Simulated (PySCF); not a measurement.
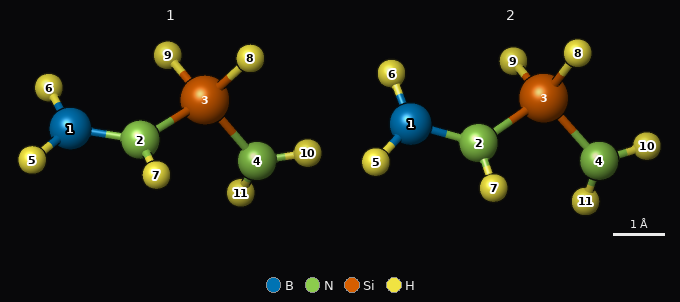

Two geometries of BSiN₂H₇, drawn at one scale. One is the start of a relaxation, the other its converged end. The picture is a ball-and-stick view, seen at a tilt.

Method: PBE0-D3(BJ)/def2-SVP geometry optimisation, gas phase (PySCF). 

Q: Which of the two is the end point?

A: Structure 1 is the relaxed one. The start comes from GFN2-xTB. Its atoms were then displaced at random by about 0.01 Å. The largest move after the best rigid fit is that of H7, 0.58 Å. By element the largest moves are H 0.58 Å, N 0.24 Å, B 0.15 Å, Si 0.11 Å. Near-neighbour distances that change, for instance: B1–H6 1.145 → 1.211 Å, Si3–H9 1.440 → 1.492 Å, B1–H5 1.166 → 1.211 Å, Si3–H8 1.459 → 1.494 Å. Among the angles between lasting bonds that change: N2–Si3–N4 101.8° → 109.3°, H10–N4–H11 106.9° → 111.6°, Si3–N4–H10 116.9° → 120.3°. Groups turn about N2–Si3 by about 30°, Si3–N4 by about 20°. After 11 geometry steps the energy has fallen by 6.66 kcal/mol. The run took 30 s on 1 thread of Arm Neoverse V1, with other jobs on the host.
